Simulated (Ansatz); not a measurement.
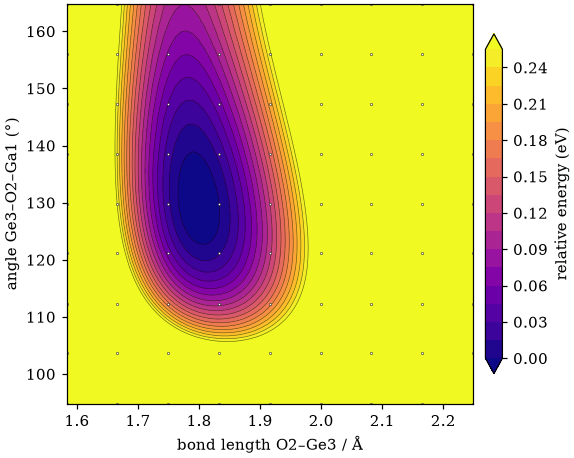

GaGeH₅O, SMILES [GaH2][O][GeH3]. Coordinates scanned: (1) bond length O2–Ge3; (2) angle Ge3–O2–Ga1. Nothing is relaxed (all other coordinates rigid). Grid: 9 × 9 points. Points are written as (first, second). All energies are given in eV relative to the lowest grid point. Computed with Ansatz, RKS PBE-D4/def2-SVP.

In the figure: filled contours, dots at the grid points, one colour for all values above the top of the scale. Between grid points the surface is interpolated.

Q: Estimate the position of the minimum and the force constants in these coordinates.

A: The interpolated minimum is at bond length O2–Ge3 ≈ 1.799 Å, angle Ge3–O2–Ga1 ≈ 129.8°. The curvatures there are about 24 eV/Å² and 1.4 eV/rad², with a cross term of about 1.4 eV/(Å·rad). Round the minimum the valley is somewhat tilted: raising bond length O2–Ge3 shifts the best value of angle Ge3–O2–Ga1 downwards (coupling k₁₂/√(k₁₁k₂₂) about 0.2).
